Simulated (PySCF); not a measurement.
## Geometry relaxation of C$_{3}$H$_{11}$AsGe

C$_{3}$H$_{11}$AsGe, SMILES CC[CH2][GeH2][AsH2], computed with PBE0-D3(BJ)/def2-SVP geometry optimisation, gas phase (PySCF 2.14.0).

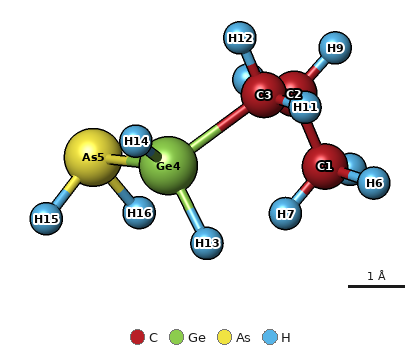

Figure 1. The input geometry (ball-and-stick view, seen at a tilt; atoms are numbered from 1 in the order of the input). Sticks mark near contacts. Bond lengths as drawn: As–Ge 2.35 Å, As–H 1.45 to 1.48 Å, C–C 1.47 to 1.50 Å, C–Ge 2.14 Å, C–H 1.05 to 1.20 Å and Ge–H 1.50 to 1.59 Å.

The input
```
{"job": {"xc": "PBE0", "basis": "def2-SVP", "d3": "d3bj", "grid": 1, "shake": 0.03, "kind": "geom"}, "charge": 0, "multiplicity": 1}
C     -1.390810    -0.430110    -1.075960
C     -1.121850    -0.907840     0.283550
C     -0.685890     0.202340     1.198630
Ge     1.210430     1.014850     0.648650
As     2.634020    -0.694850    -0.116150
H     -2.245400     0.414160    -1.017900
H     -0.548110     0.103190    -1.546390
H     -1.756620    -1.132580    -1.757740
H     -1.989310    -1.371110     0.775070
H     -0.324150    -1.660040     0.224290
H     -1.415930     0.974620     1.327250
H     -0.471950    -0.198690     2.248050
H      0.766530     2.167990    -0.357560
H      1.605750     1.780490     1.878610
H      3.623940     0.331380    -0.504620
H      2.059810    -0.609860    -1.446090
```

The first line tells a small driver script what to run in PySCF; the rest is the geometry in Å.

Machine: 1 CPU thread, shared host.

Launched with:
```bash
OMP_NUM_THREADS=1 python <driver script> task.json out
```

What the program printed
```
step   0  E = -4432.50182871  max force = 0.078869
step   1  E = -4432.53028126  max force = 0.015115
step   2  E = -4432.53235924  max force = 0.005168
step   3  E = -4432.53268981  max force = 0.001295
step   4  E = -4432.53274176  max force = 0.000739
step   5  E = -4432.53275509  max force = 0.000585
step   6  E = -4432.53275611  max force = 0.000676
step   7  E = -4432.53276146  max force = 0.000487
step   8  E = -4432.53276880  max force = 0.000385
optimisation converged
```

Trajectory as extended XYZ (Å, eV, eV/Å), 7 of the 9 frames kept, from step=0 to step=8
```
16
Properties=species:S:1:pos:R:3:forces:R:3 step=0 energy=-120614.51830
C    -1.3908   -0.4301   -1.0760   -2.0593   4.0556  -0.0695
C    -1.1219   -0.9078    0.2836    0.4665  -0.2904   1.0964
C    -0.6859    0.2023    1.1986    3.2047  -0.7767   1.3022
Ge    1.2104    1.0149    0.6486   -3.4686   0.7147  -0.0830
As    2.6340   -0.6948   -0.1162    0.5030  -0.9014   1.3238
H    -2.2454    0.4142   -1.0179    1.6383  -1.6302  -0.2265
H    -0.5481    0.1032   -1.5464    0.1493  -0.1770   0.1190
H    -1.7566   -1.1326   -1.7577   -0.6392  -1.6664  -1.2926
H    -1.9893   -1.3711    0.7751   -0.2214  -0.3594  -0.3713
H    -0.3241   -1.6600    0.2243    0.0692  -0.3690   0.2516
H    -1.4159    0.9746    1.3273   -0.6509   0.9585  -0.1424
H    -0.4719   -0.1987    2.2481   -0.3088   0.3328  -1.0671
H     0.7665    2.1680   -0.3576    0.5868  -0.5598   0.1163
H     1.6058    1.7805    1.8786    0.6264   0.1728   0.6349
H     3.6239    0.3314   -0.5046    0.8432   0.5631  -0.1574
H     2.0598   -0.6099   -1.4461   -0.7391  -0.0672  -1.4342
16
Properties=species:S:1:pos:R:3:forces:R:3 step=1 energy=-120615.29253
C    -1.4489   -0.4128   -1.1092   -0.2307   0.4837  -0.2194
C    -1.0951   -0.8918    0.2836   -0.0252  -0.0238   0.2086
C    -0.6141    0.2152    1.2217    0.5135  -0.2027   0.0010
Ge    1.1110    1.0473    0.7014   -0.7773   0.4468   0.2168
As    2.6132   -0.6702   -0.0828    0.1893   0.1190  -0.2270
H    -2.2398    0.3589   -1.0833   -0.0072  -0.0764   0.1347
H    -0.5990    0.0832   -1.6053    0.1143  -0.1532  -0.0480
H    -1.8238   -1.2051   -1.7746    0.1443  -0.1260   0.0914
H    -1.9736   -1.3844    0.7364    0.0075  -0.0456  -0.0351
H    -0.3116   -1.6713    0.2263   -0.0810  -0.0049  -0.0189
H    -1.3554    1.0213    1.3399   -0.0398   0.0097  -0.0629
H    -0.4134   -0.1856    2.2296   -0.1764  -0.0733  -0.0156
H     0.7913    2.1598   -0.3202    0.1991  -0.0330  -0.1917
H     1.6215    1.7968    1.9574    0.2061  -0.1792  -0.0592
H     3.6908    0.3528   -0.4686   -0.1142  -0.1271   0.0390
H     1.9974   -0.6302   -1.4905    0.0775  -0.0143   0.1861
16
Properties=species:S:1:pos:R:3:forces:R:3 step=3 energy=-120615.35807
C    -1.4626   -0.3981   -1.1090   -0.0014  -0.0347   0.0199
C    -1.1032   -0.9029    0.2813    0.0031   0.0080  -0.0410
C    -0.6108    0.1858    1.2308   -0.0273   0.0022  -0.0237
Ge    1.0593    1.0803    0.6963    0.0016   0.0666   0.0324
As    2.6481   -0.6021   -0.0485   -0.0120  -0.0072   0.0083
H    -2.2522    0.3710   -1.0620    0.0354  -0.0335  -0.0145
H    -0.5930    0.0530   -1.6155   -0.0108   0.0054   0.0013
H    -1.8253   -1.2171   -1.7502   -0.0047   0.0399   0.0178
H    -1.9842   -1.3984    0.7258    0.0003   0.0120   0.0053
H    -0.3366   -1.6944    0.1991    0.0113   0.0034  -0.0008
H    -1.3743    0.9754    1.3427   -0.0017  -0.0200   0.0256
H    -0.4372   -0.2306    2.2362    0.0108   0.0119  -0.0031
H     0.8215    2.1548   -0.3866   -0.0193  -0.0269  -0.0260
H     1.6638    1.7996    1.9227    0.0137  -0.0394   0.0033
H     3.6827    0.4438   -0.4474   -0.0059   0.0202  -0.0059
H     2.0545   -0.6362   -1.4540    0.0068  -0.0078   0.0010
16
Properties=species:S:1:pos:R:3:forces:R:3 step=4 energy=-120615.35948
C    -1.4515   -0.3997   -1.1094    0.0228  -0.0356   0.0294
C    -1.0950   -0.9063    0.2804    0.0050  -0.0098  -0.0230
C    -0.6126    0.1817    1.2349   -0.0380   0.0244  -0.0066
Ge    1.0471    1.0891    0.6972    0.0342   0.0196  -0.0032
As    2.6439   -0.5885   -0.0431   -0.0004  -0.0013   0.0228
H    -2.2423    0.3657   -1.0629   -0.0044   0.0136  -0.0116
H    -0.5822    0.0541   -1.6132   -0.0046   0.0084   0.0016
H    -1.8111   -1.2164   -1.7528   -0.0142  -0.0003  -0.0048
H    -1.9744   -1.4063    0.7225   -0.0034  -0.0026  -0.0076
H    -0.3235   -1.6930    0.1971    0.0079   0.0003   0.0108
H    -1.3840    0.9627    1.3513   -0.0065  -0.0092   0.0172
H    -0.4348   -0.2343    2.2396    0.0144  -0.0054  -0.0087
H     0.7992    2.1501   -0.3967   -0.0123  -0.0083  -0.0003
H     1.6623    1.8042    1.9192    0.0005  -0.0052   0.0059
H     3.6617    0.4679   -0.4570    0.0057   0.0133  -0.0087
H     2.0476   -0.6470   -1.4454   -0.0068  -0.0021  -0.0133
16
Properties=species:S:1:pos:R:3:forces:R:3 step=5 energy=-120615.35984
C    -1.4429   -0.4069   -1.1096    0.0036   0.0037   0.0097
C    -1.0873   -0.9123    0.2799    0.0058  -0.0046  -0.0010
C    -0.6154    0.1781    1.2375   -0.0051   0.0301  -0.0029
Ge    1.0386    1.0999    0.6985   -0.0025  -0.0284  -0.0092
As    2.6443   -0.5702   -0.0400    0.0061   0.0084   0.0111
H    -2.2363    0.3566   -1.0658    0.0030   0.0035   0.0000
H    -0.5751    0.0513   -1.6117    0.0013   0.0017  -0.0016
H    -1.8000   -1.2229   -1.7548   -0.0087  -0.0164  -0.0095
H    -1.9649   -1.4184    0.7188   -0.0007  -0.0073  -0.0050
H    -0.3094   -1.6929    0.1988    0.0019  -0.0008   0.0083
H    -1.3950    0.9497    1.3600   -0.0024  -0.0012   0.0036
H    -0.4311   -0.2394    2.2403    0.0145  -0.0129  -0.0043
H     0.7777    2.1518   -0.4004   -0.0017   0.0090   0.0088
H     1.6572    1.8140    1.9188   -0.0099   0.0116   0.0031
H     3.6483    0.4941   -0.4694    0.0024   0.0019  -0.0055
H     2.0419   -0.6486   -1.4391   -0.0077   0.0017  -0.0055
16
Properties=species:S:1:pos:R:3:forces:R:3 step=7 energy=-120615.36002
C    -1.4272   -0.4293   -1.1106   -0.0079   0.0180  -0.0194
C    -1.0689   -0.9282    0.2801   -0.0014   0.0027   0.0169
C    -0.6176    0.1691    1.2406    0.0107  -0.0105   0.0071
Ge    1.0178    1.1220    0.7002   -0.0088  -0.0250  -0.0113
As    2.6473   -0.5239   -0.0390    0.0033   0.0092  -0.0080
H    -2.2259    0.3289   -1.0700   -0.0029  -0.0020   0.0086
H    -0.5635    0.0365   -1.6131    0.0041  -0.0094  -0.0015
H    -1.7788   -1.2488   -1.7552    0.0067  -0.0062   0.0029
H    -1.9402   -1.4486    0.7149    0.0035  -0.0049  -0.0003
H    -0.2778   -1.6959    0.2040   -0.0009  -0.0016  -0.0011
H    -1.4130    0.9223    1.3743    0.0013   0.0018  -0.0056
H    -0.4163   -0.2527    2.2386    0.0005  -0.0031  -0.0008
H     0.7329    2.1683   -0.3979    0.0078   0.0149   0.0077
H     1.6274    1.8440    1.9205   -0.0121   0.0159  -0.0014
H     3.6263    0.5527   -0.4961   -0.0033  -0.0027  -0.0008
H     2.0280   -0.6324   -1.4296   -0.0006   0.0031   0.0069
16
Properties=species:S:1:pos:R:3:forces:R:3 step=8 energy=-120615.36022
C    -1.4224   -0.4422   -1.1102   -0.0059   0.0048  -0.0115
C    -1.0597   -0.9379    0.2807   -0.0029   0.0038   0.0080
C    -0.6168    0.1630    1.2412    0.0053  -0.0198   0.0000
Ge    1.0077    1.1324    0.6995   -0.0009   0.0016  -0.0015
As    2.6505   -0.4991   -0.0408    0.0005   0.0026  -0.0060
H    -2.2254    0.3118   -1.0689    0.0008  -0.0065   0.0035
H    -0.5615    0.0271   -1.6143    0.0006  -0.0057  -0.0001
H    -1.7698   -1.2652   -1.7531    0.0058   0.0049   0.0060
H    -1.9265   -1.4657    0.7156    0.0028  -0.0012   0.0012
H    -0.2626   -1.6995    0.2049    0.0010  -0.0003  -0.0039
H    -1.4191    0.9083    1.3776    0.0004   0.0002  -0.0008
H    -0.4080   -0.2592    2.2374   -0.0037   0.0037   0.0029
H     0.7142    2.1805   -0.3948    0.0027   0.0041   0.0005
H     1.6059    1.8631    1.9207   -0.0049   0.0043  -0.0019
H     3.6195    0.5828   -0.5061   -0.0033   0.0020  -0.0010
H     2.0245   -0.6162   -1.4277    0.0016   0.0016   0.0047
```

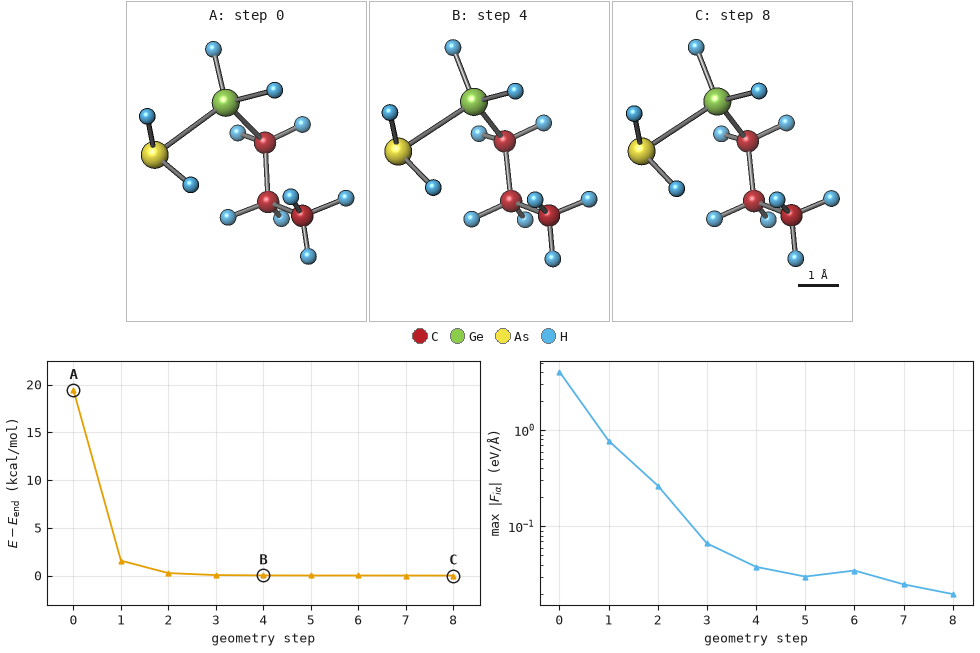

Figure 2. Frames of the relaxation (ball-and-stick view, seen at a tilt) above the curves, on which the letters mark them (steps are counted from 0).

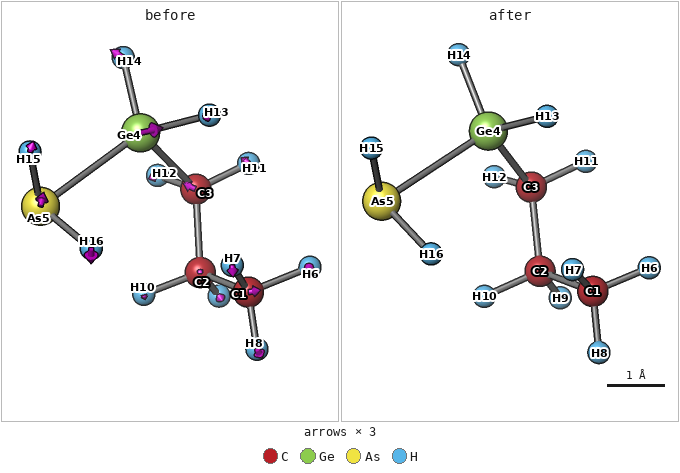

Figure 3. Before (left) and after (right) the relaxation, at one scale (ball-and-stick view, seen at a tilt). The pink arrows give the displacements, magnified 3 times. After 8 geometry steps the energy has fallen by 19.4 kcal/mol. The largest force component goes from 4.1 to 0.02 eV/Å. The atom that moves furthest after the best rigid fit is Ge4 (0.17 Å). By element the largest moves are Ge 0.17 Å, H 0.12 Å, As 0.10 Å, C 0.09 Å. Distances before and after: C3–Ge4 2.135 → 1.968 Å, C1–H6 1.203 → 1.102 Å, Ge4–As5 2.353 → 2.431 Å, As5–H16 1.451 → 1.526 Å. Among the angles that change: As5–Ge4–H14 118.5° → 107.3°, C3–Ge4–H13 101.0° → 111.9°, As5–Ge4–H13 119.3° → 111.6°. (Atoms are counted from 1 in the order of the input.)

Key numbers

- outcome: converged
- total energy: −4432.532769 hartree
- dipole moment: 1.10 D
- point group: C1
- wall time: 2.1 min
- peak memory: 0.7 GiB
